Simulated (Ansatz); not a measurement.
# C2H7AlO2: a changed input and its effect

System: C2H7AlO2.
Method of the first run: RKS SPW92 (LDA)/def2-TZVPP (Ansatz 0.2.0).

The geometry comes from this level: PBE0-D4/def2-TZVP. Text and figures count atoms from 1; the logs count them from 0 in places.

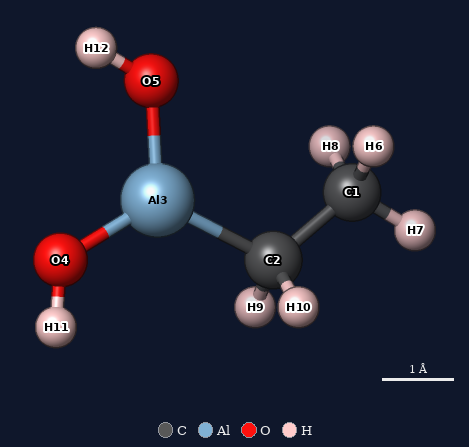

The structure as given in the input (ball-and-stick view, seen at a tilt; atoms are numbered from 1 in the order of the input). Sticks mark near contacts.

### Input, the first run
```yaml
crystal:
  periodic: [false, false, false]
  atoms:
    - {symbol: C, position_ang: [-1.606973, -0.553245, 0.555318]}
    - {symbol: C, position_ang: [-0.517926, -0.569818, -0.518399]}
    - {symbol: Al, position_ang: [1.068592, 0.489841, -0.119382]}
    - {symbol: O, position_ang: [2.409750, 0.633145, -1.154298]}
    - {symbol: O, position_ang: [1.143534, 1.333556, 1.348996]}
    - {symbol: H, position_ang: [-1.972512, 0.459125, 0.741963]}
    - {symbol: H, position_ang: [-2.467758, -1.166301, 0.271697]}
    - {symbol: H, position_ang: [-1.235756, -0.930863, 1.510801]}
    - {symbol: H, position_ang: [-0.195096, -1.600255, -0.715055]}
    - {symbol: H, position_ang: [-0.924813, -0.221915, -1.476540]}
    - {symbol: H, position_ang: [2.478080, 0.204282, -2.004640]}
    - {symbol: H, position_ang: [1.897881, 1.867348, 1.593537]}
basis:
  gaussian: {orbitals: def2-TZVPP}
hamiltonian: {xc: lda}
output: {orbitals: {seedname: orbitals}}
```

Command:
```bash
ansatz run in.yaml --threads 4 --pin off --events-out ev --progress --plain --max-ram 10444MiB
```

Hardware: 4 threads of Arm Neoverse V1, 23 GiB of memory available, shared host.

### Output (the first run)
```
Functional definition: SPW92
  exchange = slater_x
  correlation = pw_c
1344 factors; their error is unknown
mean field evaluation 1: about -12780.0541 eV, gradient 1.2e2 eV
mean field evaluation 2: about -12689.9807 eV, gradient 2.3e2 eV
mean field evaluation 4: about -12805.4188 eV, gradient 2.6e1 eV
mean field evaluation 8: about -12806.8396 eV, gradient 1.9e-1 eV
mean field evaluation 16: about -12806.8183 eV, gradient 4.3e-4 eV
mean field -12806.81833137 eV, -470.6418929045 hartree, gradient 3.4e-5 eV, S^2 0.000000; 0 other end points of the search recorded, 0 dependent functions left out
reference -12806.81837813 eV, -470.6418946231 hartree; 24, 24 occupied and 240, 240 virtual orbitals, 1344 factors
Total energy: -12806.81837813 eV, -470.6418946231 hartree
```

The input of the second run differs as follows (lines with − go, lines with + come):
```diff
-hamiltonian: {xc: lda}
+hamiltonian: {xc: {name: r2SCANh}, dispersion: d4}
```

How does the second run compare with the first run?

The total energies belong to different models, so their difference says nothing on which is more stable or more accurate. The HOMO goes from −6.58 to −7.20 eV. The LUMO goes from −1.08 to −0.11 eV.

### Output (the second run)
```
Functional definition: r2SCANh
  parameter a = 0.1
  parameter k0 = 0.174
  parameter k1 = 0.065
  parameter a1 = 4.9479
  exchange = (1 - a)*r2scan_x(k0 = k0, k1 = k1, a1 = a1) + a*exact_x
  correlation = r2scan_c
1344 factors; their error is unknown
mean field evaluation 1: about -12862.4803 eV, gradient 1.0e2 eV
mean field evaluation 2: about -12833.5223 eV, gradient 1.5e2 eV
mean field evaluation 4: about -12880.9623 eV, gradient 9.3e0 eV
mean field evaluation 8: about -12881.1602 eV, gradient 2.6e-1 eV
mean field evaluation 16: about -12881.1498 eV, gradient 1.0e-4 eV
mean field -12881.14978868 eV, -473.3735235769 hartree, gradient 3.2e-5 eV, S^2 0.000000; 0 other end points of the search recorded, 0 dependent functions left out
reference -12881.14980194 eV, -473.3735240643 hartree; 24, 24 occupied and 240, 240 virtual orbitals, 1344 factors
Total energy: -12881.20500860 eV, -473.3755528717 hartree
```

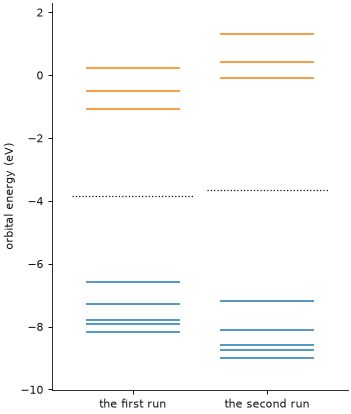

The five highest filled and three lowest empty orbital energies of the two runs; the dotted lines part filled from empty levels. The HOMO–LUMO gap is 5.51 eV in the first run and 7.09 eV in the second run.

### The two runs side by side

```tsv
quantity	the first run	the second run
outcome	converged	converged
total energy (hartree)	−470.641895	−473.375553
HOMO (eV)	−6.58	−7.20
LUMO (eV)	−1.08	−0.11
basis functions	264	264
wall time (shared host)	1.3 s	5.5 s
```
